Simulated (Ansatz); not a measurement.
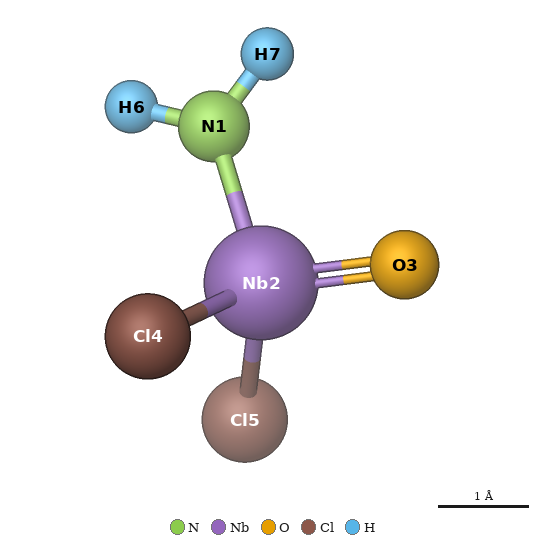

Orthographic view. Distant atoms are faded towards the background colour. Charge 0, singlet. The geometry was computed by an optimisation with PBE0-D4/def2-TZVP.

Give the geometry as a Z-matrix, atoms in numerical order, with these reference atoms: 2 to 1; 3 to 2, 1; 4 to 2, 3, 1; 5 to 2, 3, 1; 6 to 1, 2, 3; 7 to 1, 6, 2.

```
N  
Nb   1   1.939
O    2   1.681   1   103.7
Cl   2   2.301   3   110.6   1  -117.9
Cl   2   2.301   3   110.6   1   117.9
H    1   1.012   2   123.9   3   180.0
H    1   1.010   6   111.0   2   180.0
```
